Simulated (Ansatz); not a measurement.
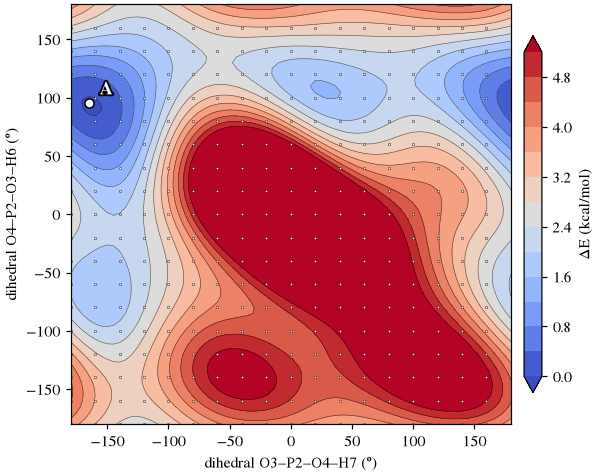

H₃O₄P, SMILES O=P(O)(O)O. 
- Coordinates scanned: (1) dihedral O3–P2–O4–H7; (2) dihedral O4–P2–O3–H6.
- Nothing is relaxed (all other coordinates rigid).
- The grid has 18 × 18 points.
- Points are written as (first, second).
- Energies are in kcal/mol, from the lowest grid point.
- Theory: RKS PBE-D4/def2-SVP (Ansatz).

In the figure: filled contours, dots at the grid points, one colour for all values above the top of the scale, the point A. Between grid points the surface is interpolated.

Find the lowest pass out of the well at A.

The easiest path leads from the well at about (−165°, 95°) to the well at about (30°, 105°), about 1.6 kcal/mol higher. Its highest point lies about 2.1 kcal/mol above the bottom of the first well on the interpolated surface, at about (90°, 110°). Seen from the upper well the barrier is about 0.49 kcal/mol. The start is the relaxed structure and all else is held, so a fully relaxed path at this level can only be lower.

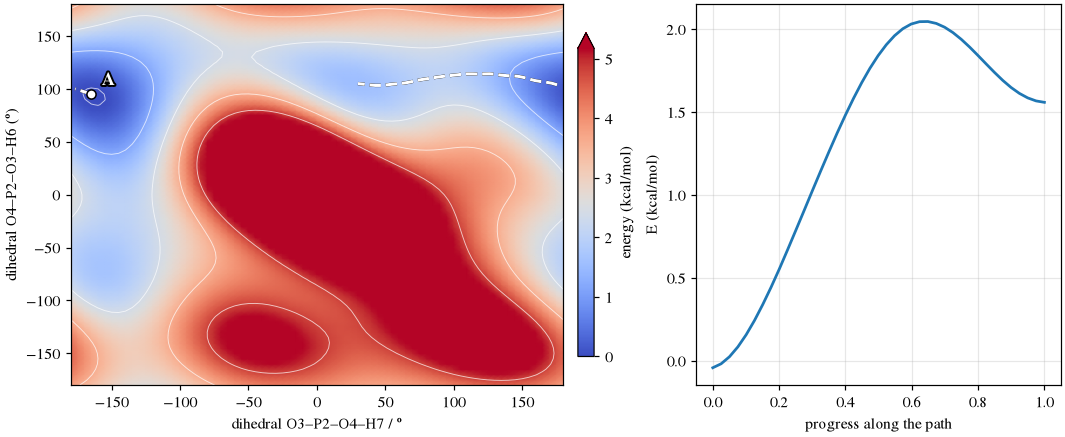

Drawn: a smooth colour map with a few white contour lines, a line along the lowest path, one colour for all values above the top of the scale, the energy along the path at the right. Between grid points the surface is interpolated.
